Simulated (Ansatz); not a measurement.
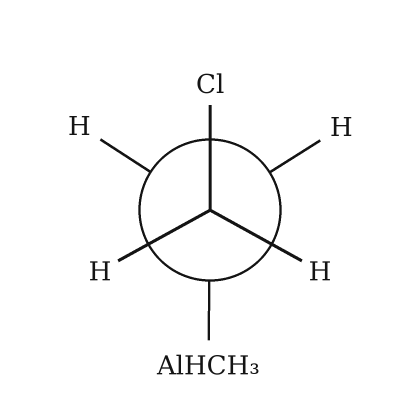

A Newman projection along the C–C bond, carbon in front; angles are drawn as computed, but eclipsed bonds slightly apart. The geometry was computed by an optimisation with PBE-D4/def2-SVP. No frequency run is at hand to confirm it as a minimum.

Q: Which molecule is it?

A: C3H8AlCl, [CH3][AlH][CH2]CCl

Q: What is the torsion angle from the front Cl to the back AlHCH3? The sign is positive where the front bond must turn clockwise to cover the back bond.

A: −179°, antiperiplanar (anti). The conformation about this bond is staggered.
